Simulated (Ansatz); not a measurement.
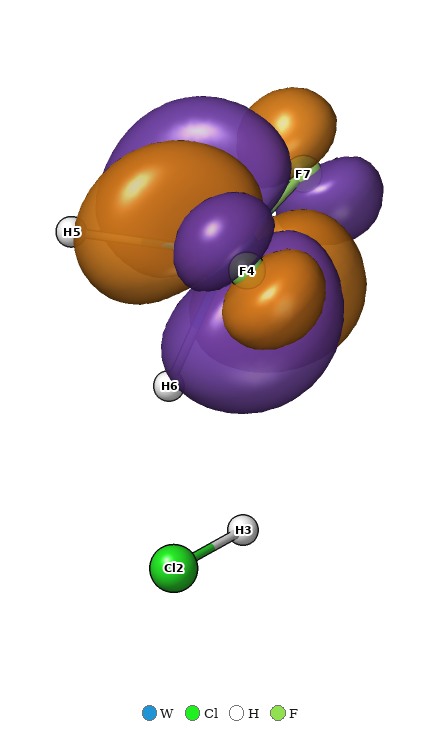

The picture shows: F2H2W···HCl. The LUMO at ±0.1 Å⁻³ᐟ² (orange and purple are the two phases), seen at an oblique angle.

Core potentials replace the inner electrons of W; not at a stationary point (largest force 0.7 eV/Å).

These are results of Ansatz, RKS LDA/def2-SVP, not measurements.

```xyz
7

W    -0.2929    0.3269   -0.6718
Cl    1.5060    0.0500    2.4255
H     1.7778   -0.4696    1.2159
F    -0.0425    1.8794    0.2268
H    -1.6562   -0.3490    0.0296
H     0.1938   -0.9983    0.2301
F    -0.2647   -0.3095   -2.3648
```

> What is the character of this orbital?

Its weight (Hirshfeld) is mainly on W1 (about 75 %), F7 (about 10 %) and F4 (about 10 %). Its energy is −4.03 eV.
